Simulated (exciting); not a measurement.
Consider SnF4, space group I4/mmm.

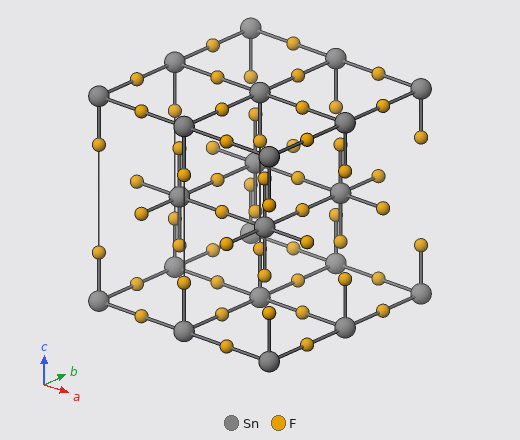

The structure (tin grey, fluorine orange). 2×2×1 conventional cells are drawn. Some periodic images of atoms are drawn too.

```
Sn F
1.0
    -2.02500    2.02500    3.96500
     2.02500   -2.02500    3.96500
     2.02500    2.02500   -3.96500
Sn F
1 4
Direct
  0.00000 0.00000 0.00000
  0.00000 0.50000 0.50000
  0.50000 0.00000 0.50000
  0.76300 0.76300 0.00000
  0.23700 0.23700 0.00000
```

Absorber: atom 2, with 2 Sn at 2.02 Å (linear, site symmetry mmm). Method: exciting, all-electron LAPW+lo, LDA, exchange and screened direct term (singlet BSE), 3×3×4 shifted k points, 24 conduction bands, |G+q| up to 3 bohr⁻¹, full RPA screening with nempty = 49, Lorentzian half width 0.45 eV.

Question: Predict the F K near-edge structure at this level.

Bound core exciton? Yes on this mesh: the first bright state (over 5 % of the brightest) lies at -0.83 eV from the Kohn–Sham onset and at -1.05 eV from the lowest bare transition of its own mesh; weaker or dark states reach down to -1.44 eV. Maxima (height): -0.8 eV (0.78), 4.5 eV (1.00), 8.5 eV (0.44) and 17.6 eV (0.21).

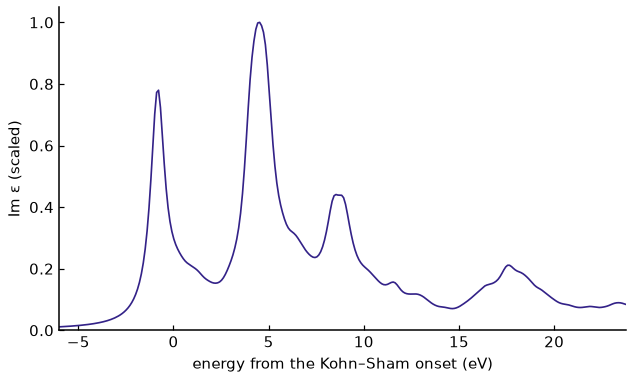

Energy from the Kohn–Sham onset, core level to the lowest empty state found on the meshes used; Im ε in relative units.

With 36 k points the binding energies are rough, and fine structure above the first lines is partly noise of the mesh. The kernel cutoff is low for a compact core orbital, so the effect of exchange is a lower bound. The zero comes from the unshifted 4×4×4 ground-state mesh; it is exact only where the band minimum lies on that mesh. The structure is a published determination, not relaxed.

[Banner, clock and machine lines of the logs are left out without a mark of their own.]

[Logs are printed without paths, hosts, clocks, repeated set-up lines and the standing remarks that a program may print on its own settings, such as how far it seeks lower states.]

[Hosts, paths, dates, database ids (printed as entryN), source tags and the programs' standing remarks are cut or masked in the printed files.]
